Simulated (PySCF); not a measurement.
C₃H₆F₂Si₃

```xyz
14

C     2.8386   -1.1976   -0.5392
C     1.8552   -0.5221   -0.4093
C     0.6863    0.2785   -0.2562
F     0.9893    1.6222   -0.6352
Si   -0.0577    0.4397    1.5660
Si   -2.1323    0.5188    0.4827
F    -3.2070   -0.5774    1.0265
Si   -0.8793   -0.2007   -1.3606
H     3.6919   -1.7974   -0.6486
H     0.3054   -0.7599    2.3293
H     0.5439    1.5950    2.2328
H    -2.9917    1.7014    0.4671
H    -0.8228    0.5337   -2.6252
H    -0.8207   -1.6348   -1.6673
```

Geometry: GFN2-xTB.

These are results of PySCF 2.14.0, PBE0/pcSseg-1, SCF density, gas phase, non-relativistic, not measurements.

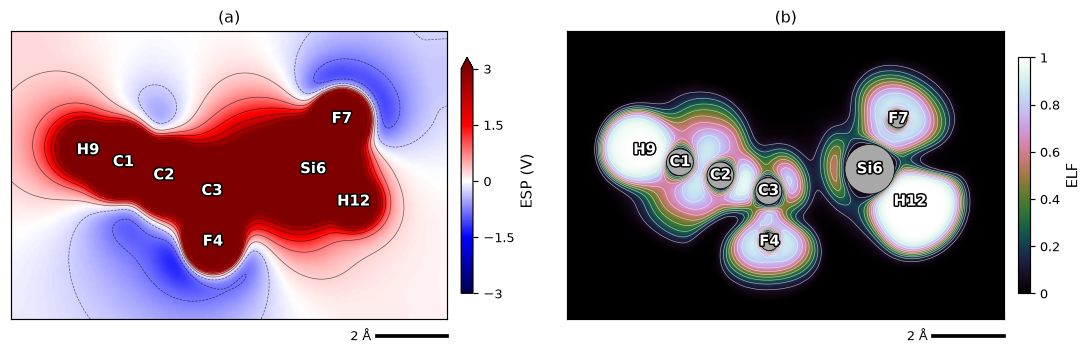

Figure 1. (a) molecular electrostatic potential; (b) ELF on the plane of atoms C2, C3 and F4. Grey discs cover the atomic cores in the ELF map.

Describe what can be read from this map.

Answer. The plane passes through C, F, Si and H nuclei. C–C (1.20 Å): the ELF peaks at about 0.85 between the atoms; a short, multiple covalent bond. C–F (1.43 Å): the ELF peaks at about 0.80 between the atoms; a shared but strongly polarised pair. Si–F (1.63 Å): the ELF peaks at about 0.80 in the valence shell of F, 0.5 Å from its nucleus, and is about 0.50 at the midpoint. C–H (1.05 Å): the ELF climbs to about 1 towards the hydrogen, as it does in any bond to H; an ordinary covalent bond to hydrogen. Si–H (1.46 Å): the ELF climbs to about 1 towards the hydrogen. The ELF also peaks beside F4 and F7, away from the bonds: lone-pair regions. Outside the dense part of the molecule the potential is most negative (−1.3 V) near F4.

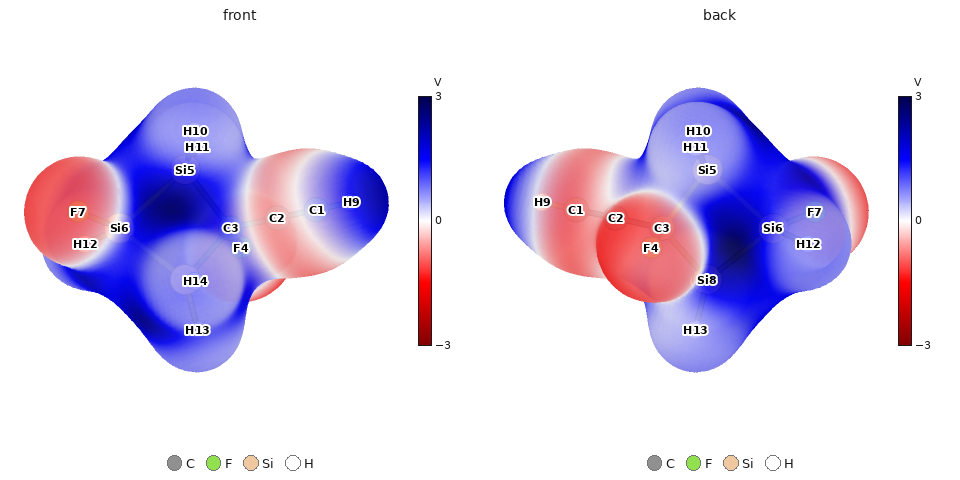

Figure 2. The electrostatic potential painted on the density surface at 0.004 e/bohr³, seen from the front and from behind; the colour scale runs from red (negative) to blue (positive).

Which sites attract a positive test charge, and which a negative one?

Answer. A positive charge is drawn to the negative regions and a negative charge to the positive ones. The most negative region (about −1.2 V) lies over F4, the most positive (about +2.8 V) over Si5, Si6 and Si8.
